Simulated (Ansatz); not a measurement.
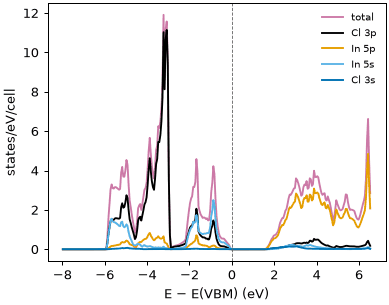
Figure: Total and projected density of states of InCl in space group Cmcm (No. 63; In on 4c, Cl on 4c), the program Ansatz at the r²SCAN+D4 level (PAW)

Q: Which orbitals carry the states next to the gap?

A: Top 1 eV of the valence band: In 5s 60 %, Cl 3p 33 %, In 5p 5 %. Bottom 1 eV of the conduction band: In 5p 78 %, Cl 3s 8 %, Cl 3p 6 %, In 5s 5 %. Projections are on Löwdin-orthogonalised atomic valence shells; empty p or d shells of many metals are not among them.

Q: Where is the tallest occupied peak in this window, and what makes it?

A: Near -3.2 eV, about 12 states/eV per cell; the largest projected share is Cl 3p.

The workflow started from a Materials Project entry (that database holds measured and hypothetical structures alike); the Crystallography Open Database copy checked does not list it. COD files the formula under space group No. 198, so this cell is another polymorph or a model. Its standing as an ambient phase is unchecked. The cell was relaxed with r²SCAN+D4 under the symmetry of its start; its stability against distortions is not shown here. Spin–orbit coupling is left out wherever it is not named.

Potentials: the later of the program's two PAW sets.
